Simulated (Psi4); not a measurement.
## Run report: AlH3 (charge −1), energy and gradient calculation

System: AlH3, charge −1, multiplicity 2.
Method: M06-L/aug-cc-pVTZ, UKS (Psi4 1.11).

The geometry is that of the parent species in another charge or spin state. The geometry comes from this level: GFN2-xTB.

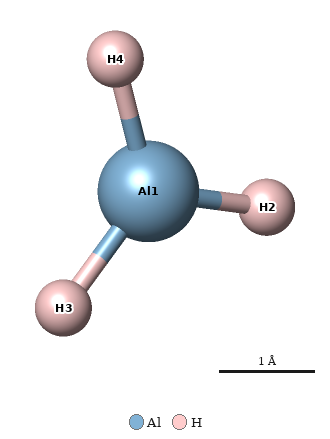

Fig. 1: The structure (ball-and-stick view, seen at a tilt; atoms are numbered from 1 in the order of the input). Sticks mark near contacts. Bond lengths as drawn: Al–H 1.55 Å.

Input file (alh3.py):
```python
import psi4

psi4.set_memory(1600000000)
psi4.set_num_threads(1)
psi4.set_output_file('psi4.out', False)

molecule = psi4.geometry("""
-1 2
Al    -0.000010    -0.000020     0.000020
H      1.552650    -0.030520     0.014610
H     -0.749810     1.359840    -0.019120
H     -0.802830    -1.329300     0.004480
units angstrom
symmetry c1
""")

options = {'reference': 'uks', 'puream': True, 'e_convergence': 1e-09, 'd_convergence': 1e-08, 'scf_type': 'pk', 'dft_radial_points': 99, 'dft_spherical_points': 590, 'maxiter': 200}
psi4.set_options(options)

result, w = psi4.gradient('m06-l/aug-cc-pVTZ', return_wfn=True)
psi4.oeprop(w, 'QUADRUPOLE', 'MULLIKEN_CHARGES', 'LOWDIN_CHARGES')
print('gradient / Eh bohr^-1')
print(result.np.round(6))
print(f'energy = {w.energy():.10f} Eh')
for k, v in sorted(psi4.core.scalar_variables().items()):
    print(f'{k:45s} {v:18.10f}')
```

Hardware: 1 thread of Intel Xeon @ 2.50GHz (Skylake/Cascade Lake), 64 GiB of memory available, shared host.

Launch command:
```bash
python alh3.py
```

What the program printed:
```
Psi4 1.11 release

gradient() will perform analytic gradient computation.

   => Loading Basis Set <=

    Name: AUG-CC-PVTZ
    Role: ORBITAL
    Keyword: BASIS

         ---------------------------------------------------------
                                   SCF
                              UKS Reference
                        1 Threads,   1525 MiB Core
         ---------------------------------------------------------

  ==> Geometry <==

    Molecular point group: c1
    Full point group: C1

    Geometry (in Angstrom), charge = -1, multiplicity = 2:

       Center              X                  Y                   Z               Mass
    ------------   -----------------  -----------------  -----------------  -----------------
         AL          -0.000001343542    -0.000002687084     0.000003022970    26.981538530000
         H            1.552658656458    -0.030502687084     0.014593022970     1.007825032230
         H           -0.749801343542     1.359857312916    -0.019136977030     1.007825032230
         H           -0.802821343542    -1.329282687084     0.004463022970     1.007825032230

  Running in c1 symmetry.

  Rotational constants: A =      4.62397  B =      4.62344  C =      2.31185 [cm^-1]
  Rotational constants: A = 138623.22916  B = 138607.32477  C =  69307.63830 [MHz]
  Nuclear repulsion =   13.879459646128723

  Charge       = -1
  Multiplicity = 2
  Electrons    = 17
  Nalpha       = 9
  Nbeta        = 8

  ==> Algorithm <==

  SCF Algorithm Type is PK.
  DIIS enabled.
  MOM disabled.
  Fractional occupation disabled.
  Guess Type is SAD.
  Energy threshold   = 1.00e-09
  Density threshold  = 1.00e-08
  Integral threshold = 1.00e-12

  ==> Primary Basis <==

  Basis Set: AUG-CC-PVTZ
    Blend: AUG-CC-PVTZ
    Number of shells: 43
    Number of basis functions: 119
    Number of Cartesian functions: 134
    Spherical Harmonics?: true
    Max angular momentum: 3

  ==> DFT Potential <==

   => LibXC <=

    Version 7.1.2

   => Composite Functional: M06-L <=

    M06-L Meta-GGA XC Functional

    Deriv               =              1
    GGA                 =           TRUE
    Meta                =           TRUE

    Exchange Hybrid     =          FALSE
    MP2 Hybrid          =          FALSE

   => Exchange Functionals <=

    1.0000   XC_MGGA_X_M06_L

   => Correlation Functionals <=

    1.0000   XC_MGGA_C_M06_L

   => LibXC Density Thresholds  <==

    XC_MGGA_C_M06_L:  1.00E-12
    XC_MGGA_X_M06_L:  1.00E-15

   => Molecular Quadrature <=

    Radial Scheme          =       TREUTLER
    Pruning Scheme         =           NONE
    Nuclear Scheme         =       TREUTLER

    Blocking Scheme        =         OCTREE
    BS radius alpha        =              1
    Pruning alpha          =              1
    Radial Points          =             99
    Spherical Points       =            590
    Total Points           =         227891
    Total Blocks           =           1690
    Max Points             =            256
    Max Functions          =            119
    Weights Tolerance      =       1.00E-15

  ==> Integral Setup <==

  Using in-core PK algorithm.
   Calculation information:
      Number of atoms:                   4
      Number of AO shells:              43
      Number of primitives:             97
      Number of atomic orbitals:       134
      Number of basis functions:       119

      Integral cutoff                 1.00e-12
      Number of threads:                 1

  Performing in-core PK
  Using 50986740 doubles for integral storage.
  We computed 447837 shell quartets total.
  Whereas there are 447931 unique shell quartets.

  ==> DiskJK: Disk-Based J/K Matrices <==

    J tasked:                  Yes
    K tasked:                   No
    wK tasked:                  No
    Memory [MiB]:             1029
    Schwarz Cutoff:          1E-12

  Cached 5.9% of DFT collocation blocks in 0.111 [GiB].

  Minimum eigenvalue in the overlap matrix is 3.7789801285E-04.
  Reciprocal condition number of the overlap matrix is 4.9942779937E-05.
    Using symmetric orthogonalization.

  ==> Pre-Iterations <==

  SCF Guess: Superposition of Atomic Densities via on-the-fly atomic UHF (no occupation information).

   -------------------------
    Irrep   Nso     Nmo
   -------------------------
     A        119     119
   -------------------------
    Total     119     119
   -------------------------

  ==> Iterations <==

                        Total Energy        Delta E     RMS |[F,P]|

   @UKS iter SAD:  -243.76105728478765   -2.43761e+02   0.00000e+00
   @UKS iter   1:  -244.08098422662232   -3.19927e-01   3.00827e-03 DIIS/ADIIS
   @UKS iter   2:  -244.09090749989377   -9.92327e-03   2.62928e-03 DIIS/ADIIS
   @UKS iter   3:  -244.19038103459241   -9.94735e-02   6.78964e-04 DIIS/ADIIS
   @UKS iter   4:  -244.20070329268299   -1.03223e-02   1.73336e-04 DIIS/ADIIS
   @UKS iter   5:  -244.20247314584131   -1.76985e-03   1.27643e-04 DIIS/ADIIS
   @UKS iter   6:  -244.20294615612568   -4.73010e-04   7.33243e-05 DIIS
   @UKS iter   7:  -244.20309721063757   -1.51055e-04   4.41534e-05 DIIS
   @UKS iter   8:  -244.20314919822562   -5.19876e-05   9.17231e-06 DIIS
   @UKS iter   9:  -244.20315492108031   -5.72285e-06   6.41976e-06 DIIS
   @UKS iter  10:  -244.20315583898207   -9.17902e-07   9.67924e-07 DIIS
   @UKS iter  11:  -244.20315585648117   -1.74991e-08   5.40671e-07 DIIS
   @UKS iter  12:  -244.20315586300208   -6.52091e-09   8.00278e-08 DIIS
   @UKS iter  13:  -244.20315586321283   -2.10747e-10   2.30997e-08 DIIS
   @UKS iter  14:  -244.20315586322164   -8.81073e-12   1.43944e-08 DIIS
   @UKS iter  15:  -244.20315586322619   -4.54747e-12   2.68870e-09 DIIS
  Energy and wave function converged.

  ==> Post-Iterations <==

   Electrons on quadrature grid:
      Nalpha   =    8.9977742334 ; deviation = -2.226e-03
      Nbeta    =    7.9999987661 ; deviation = -1.234e-06
      Ntotal   =   16.9977729995 ; deviation = -2.227e-03

   @Spin Contamination Metric:   4.028947338E-03
   @S^2 Expected:                7.500000000E-01
   @S^2 Observed:                7.540289473E-01
   @S   Expected:                5.000000000E-01
   @S   Observed:                5.000000000E-01

    Orbital Energies [Eh]
    ---------------------

    Alpha Occupied:

       1A    -55.546324     2A     -3.884062     3A     -2.395072
       4A     -2.387305     5A     -2.387305     6A     -0.210077
       7A     -0.098581     8A     -0.098577     9A      0.060823

    Alpha Virtual:

      10A      0.091070    11A      0.091086    12A      0.101261
      13A      0.105568    14A      0.142525    15A      0.168821
      16A      0.168821    17A      0.173105    18A      0.173110
      19A      0.186850    20A      0.195211    21A      0.195213
      22A      0.254272    23A      0.268911    24A      0.282998
      25A      0.283001    26A      0.332705    27A      0.332707
      28A      0.338431    29A      0.341097    30A      0.341098
      31A      0.403987    32A      0.404737    33A      0.404740
      34A      0.418903    35A      0.426195    36A      0.426196
      37A      0.455197    38A      0.515591    39A      0.525381
      40A      0.525381    41A      0.547998    42A      0.548001
      43A      0.583817    44A      0.583822    45A      0.587158
      46A      0.654163    47A      0.656632    48A      0.703265
      49A      0.703271    50A      0.776971    51A      0.796473
      52A      0.796488    53A      0.906004    54A      0.963028
      55A      0.974551    56A      0.974556    57A      0.977246
      58A      0.989878    59A      0.989886    60A      0.990992
      61A      0.998359    62A      0.998363    63A      1.065282
      64A      1.065292    65A      1.087550    66A      1.087562
      67A      1.128409    68A      1.156463    69A      1.156465
      70A      1.220770    71A      1.220783    72A      1.232066
      73A      1.278854    74A      1.283997    75A      1.341975
      76A      1.341995    77A      1.354154    78A      1.354165
      79A      1.570816    80A      1.593837    81A      1.708127
      82A      1.708163    83A      1.709516    84A      1.709567
      85A      1.837212    86A      2.037840    87A      2.037861
      88A      2.152242    89A      2.444078    90A      2.741799
      91A      2.741807    92A      3.176777    93A      3.398604
      94A      3.398639    95A      4.051746    96A      4.119512
      97A      4.120094    98A      4.121974    99A      4.122082
     100A      4.128586   101A      4.128600   102A      4.214678
     103A      4.214720   104A      4.289754   105A      4.289826
     106A      4.307020   107A      4.455589   108A      4.489016
     109A      4.521352   110A      4.521577   111A      4.531678
     112A      4.531970   113A      4.580644   114A      4.623347
     115A      4.623433   116A      5.044281   117A      5.260980
     118A      5.261059   119A      5.552926

    Beta Occupied:

       1A    -55.545114     2A     -3.883054     3A     -2.391487
       4A     -2.386779     5A     -2.386779     6A     -0.198127
       7A     -0.098144     8A     -0.098140

    Beta Virtual:

       9A      0.113182    10A      0.200501    11A      0.210340
      12A      0.212343    13A      0.212348    14A      0.246715
      15A      0.246730    16A      0.260039    17A      0.260058
      18A      0.271818    19A      0.272359    20A      0.310352
      21A      0.339456    22A      0.351627    23A      0.351645
      24A      0.384391    25A      0.387943    26A      0.388057
      27A      0.388066    28A      0.398790    29A      0.409907
      30A      0.409911    31A      0.437834    32A      0.437879
      33A      0.471143    34A      0.471578    35A      0.471688
      36A      0.478284    37A      0.506540    38A      0.506544
      39A      0.529607    40A      0.588842    41A      0.588856
      42A      0.602819    43A      0.617141    44A      0.617507
      45A      0.650225    46A      0.658819    47A      0.669183
      48A      0.708721    49A      0.708742    50A      0.746146
      51A      0.781465    52A      0.781481    53A      0.888120
      54A      0.938855    55A      0.942879    56A      0.942889
      57A      0.964254    58A      0.980554    59A      0.980580
      60A      0.994910    61A      0.994915    62A      1.008677
      63A      1.049756    64A      1.049765    65A      1.085031
      66A      1.085047    67A      1.134150    68A      1.137533
      69A      1.137627    70A      1.198048    71A      1.198061
      72A      1.236444    73A      1.268801    74A      1.275801
      75A      1.327675    76A      1.327700    77A      1.336542
      78A      1.336566    79A      1.553499    80A      1.585370
      81A      1.680257    82A      1.680294    83A      1.695981
      84A      1.696031    85A      1.820188    86A      2.035050
      87A      2.035076    88A      2.129597    89A      2.434155
      90A      2.741277    91A      2.741290    92A      3.174062
      93A      3.380852    94A      3.380891    95A      4.025401
      96A      4.096368    97A      4.097159    98A      4.097313
      99A      4.098322   100A      4.099852   101A      4.099899
     102A      4.201906   103A      4.201962   104A      4.265339
     105A      4.265411   106A      4.294137   107A      4.443191
     108A      4.501758   109A      4.502207   110A      4.502457
     111A      4.541081   112A      4.541460   113A      4.563179
     114A      4.609433   115A      4.609503   116A      5.023656
     117A      5.251721   118A      5.251826   119A      5.547143

    Final Occupation by Irrep:
              A
    DOCC [     8 ]
    SOCC [     1 ]
    NA   [     9 ]
    NB   [     8 ]

  @UKS Final Energy:  -244.20315586322619

   => Energetics <=

    Nuclear Repulsion Energy =             13.8794596461287227
    One-Electron Energy =                -369.6284443287511294
    Two-Electron Energy =                 131.4310683875746406
    DFT Exchange-Correlation Energy =     -19.8852395681784202
    Empirical Dispersion Energy =           0.0000000000000000
    VV10 Nonlocal Energy =                  0.0000000000000000
    Total Energy =                       -244.2031558632261863

  UHF NO Occupations:
  HONO-2 :    7  A 1.9998500
  HONO-1 :    8  A 1.9982934
  HONO-0 :    9  A 1.0000000
  LUNO+0 :   10  A 0.0017066
  LUNO+1 :   11  A 0.0001500
  LUNO+2 :   12  A 0.0001500
  LUNO+3 :   13  A 0.0000082

Computation Completed

Properties will be evaluated at   0.000000,   0.000000,   0.000000 [a0]

Properties computed using the SCF density matrix

 Multipole Moments:

 ------------------------------------------------------------------------------------
     Multipole            Electronic (a.u.)      Nuclear  (a.u.)        Total (a.u.)
 ------------------------------------------------------------------------------------

 L = 1.  Multiply by 2.5417464519 to convert [e a0] to [Debye]
 Dipole X            :         -0.0000897            0.0000350           -0.0000548
 Dipole Y            :         -0.0001036            0.0000699           -0.0000337
 Dipole Z            :         -0.0000232           -0.0000787           -0.0001019
 Magnitude           :                                                    0.0001204

 ------------------------------------------------------------------------------------

	total time  =         82 seconds =       1.37 minutes

         ------------------------------------------------------------
                                   SCF GRAD
         ------------------------------------------------------------

  ==> Geometry <==

    Molecular point group: c1
    Full point group: C1

    Geometry (in Angstrom), charge = -1, multiplicity = 2:

       Center              X                  Y                   Z               Mass
    ------------   -----------------  -----------------  -----------------  -----------------
         AL          -0.000001343542    -0.000002687084     0.000003022970    26.981538530000
         H            1.552658656458    -0.030502687084     0.014593022970     1.007825032230
         H           -0.749801343542     1.359857312916    -0.019136977030     1.007825032230
         H           -0.802821343542    -1.329282687084     0.004463022970     1.007825032230

  Nuclear repulsion =   13.879459646128723

  ==> Basis Set <==

  Basis Set: AUG-CC-PVTZ
    Blend: AUG-CC-PVTZ
    Number of shells: 43
    Number of basis functions: 119
    Number of Cartesian functions: 134
    Spherical Harmonics?: true
    Max angular momentum: 3

  ==> DirectJKGrad: Integral-Direct SCF Gradients <==

    Gradient:                    1
    J tasked:                  Yes
    K tasked:                   No
    wK tasked:                  No
    Integrals threads:           1
    Schwarz Cutoff:          1E-12

  ==> DFT Potential <==

   => LibXC <=

    Version 7.1.2

   => Composite Functional: M06-L <=

    M06-L Meta-GGA XC Functional

    Deriv               =              1
    GGA                 =           TRUE
    Meta                =           TRUE

    Exchange Hybrid     =          FALSE
    MP2 Hybrid          =          FALSE

   => Exchange Functionals <=

    1.0000   XC_MGGA_X_M06_L

   => Correlation Functionals <=

    1.0000   XC_MGGA_C_M06_L

   => LibXC Density Thresholds  <==

    XC_MGGA_C_M06_L:  1.00E-12
    XC_MGGA_X_M06_L:  1.00E-15

   => Molecular Quadrature <=

    Radial Scheme          =       TREUTLER
    Pruning Scheme         =           NONE
    Nuclear Scheme         =       TREUTLER

    Blocking Scheme        =         OCTREE
    BS radius alpha        =              1
    Pruning alpha          =              1
    Radial Points          =             99
    Spherical Points       =            590
    Total Points           =         227891
    Total Blocks           =           1690
    Max Points             =            256
    Max Functions          =            119
    Weights Tolerance      =       1.00E-15

  -Total Gradient:
     Atom            X                  Y                   Z
    ------   -----------------  -----------------  -----------------
       1       -0.000018971914    -0.000021904730    -0.000002297562
       2       -0.011358918189     0.000218953692    -0.000106151816
       3        0.005485028081    -0.009950096761     0.000140581292
       4        0.005893712702     0.009751393183    -0.000032132821

	total time  =         20 seconds =       0.33 minutes

Properties will be evaluated at   0.000000,   0.000000,   0.000000 [a0]
OEProp: No title given, name of density matrix used for the following properties is 'SCF alpha density'

 Multipole Moments:

 ------------------------------------------------------------------------------------
     Multipole            Electronic (a.u.)      Nuclear  (a.u.)        Total (a.u.)
 ------------------------------------------------------------------------------------

 L = 1.  Multiply by 2.5417464519 to convert [e a0] to [Debye]
 Dipole X            :         -0.0000897            0.0000350           -0.0000548
 Dipole Y            :         -0.0001036            0.0000699           -0.0000337
 Dipole Z            :         -0.0000232           -0.0000787           -0.0001019
 Magnitude           :                                                    0.0001204

 L = 2.  Multiply by 1.3450342976 to convert [e a0^2] to [Debye ang]
 Quadrupole XX       :        -35.0916281           12.9182308          -22.1733973
 Quadrupole XY       :          0.0002460            0.0006907            0.0009367
 Quadrupole XZ       :         -0.0264884            0.1193589            0.0928705
 Quadrupole YY       :        -35.0899555           12.9170228          -22.1729327
 Quadrupole YZ       :          0.0256658           -0.1157072           -0.0900414
 Quadrupole ZZ       :        -32.2256607            0.0021394          -32.2235213
 Traceless XX        :         -0.9558800            4.3057665            3.3498865
 Traceless YY        :         -0.9542074            4.3045585            3.3503511
 Traceless ZZ        :          1.9100874           -8.6103249           -6.7002375

 ------------------------------------------------------------------------------------
  Mulliken Charges: (a.u.)
   Center  Symbol    Alpha    Beta     Spin     Total
       1    AL     6.91663  5.86790  1.04873  0.21547
       2     H     0.69444  0.71068 -0.01625 -0.40512
       3     H     0.69450  0.71077 -0.01627 -0.40527
       4     H     0.69443  0.71065 -0.01621 -0.40508

   Total alpha =  9.00000, Total beta =  8.00000, Total charge = -1.00000

  Lowdin Charges: (a.u.)
   Center  Symbol    Alpha    Beta     Spin     Total
       1    AL     6.74478  6.00592  0.73886  0.24931
       2     H     0.75172  0.66468  0.08704 -0.41641
       3     H     0.75173  0.66469  0.08704 -0.41643
       4     H     0.75176  0.66471  0.08705 -0.41647

  Total alpha =  9.00000, Total beta =  8.00000, Total charge = -1.00000
```

Standard output:
```
gradient / Eh bohr^-1
[[-1.9000e-05 -2.2000e-05 -2.0000e-06]
 [-1.1359e-02  2.1900e-04 -1.0600e-04]
 [ 5.4850e-03 -9.9500e-03  1.4100e-04]
 [ 5.8940e-03  9.7510e-03 -3.2000e-05]]
energy = -244.2031558632 Eh
CURRENT ENERGY                                   -244.2031558632
CURRENT REFERENCE ENERGY                         -244.2031558632
DD SOLVATION ENERGY                                 0.0000000000
DFT FUNCTIONAL TOTAL ENERGY                      -244.2031558632
DFT TOTAL ENERGY                                 -244.2031558632
DFT VV10 ENERGY                                     0.0000000000
DFT XC ENERGY                                     -19.8852395682
GRID ELECTRONS ALPHA                                8.9977742334
GRID ELECTRONS BETA                                 7.9999987661
GRID ELECTRONS TOTAL                               16.9977729995
NUCLEAR REPULSION ENERGY                           13.8794596461
ONE-ELECTRON ENERGY                              -369.6284443288
PCM POLARIZATION ENERGY                             0.0000000000
PE ENERGY                                           0.0000000000
SCF ITERATION ENERGY                             -244.2031558632
SCF ITERATIONS                                     15.0000000000
SCF TOTAL ENERGY                                 -244.2031558632
TWO-ELECTRON ENERGY                               131.4310683876
XC GRID RADIAL POINTS                              99.0000000000
XC GRID SPHERICAL POINTS                          590.0000000000
XC GRID TOTAL POINTS                           227891.0000000000
```

Summary:

| quantity | value |
| --- | --- |
| outcome | converged |
| total energy | −244.203156 hartree |
| basis functions | 119 |
| largest force | 0.586 eV/Å |
| ⟨S²⟩ | 0.754 |
| wall time | 1.7 min |
| peak memory | 0.91 GiB |

Notes:

The record of the run, not the program, notes: unbound anion.
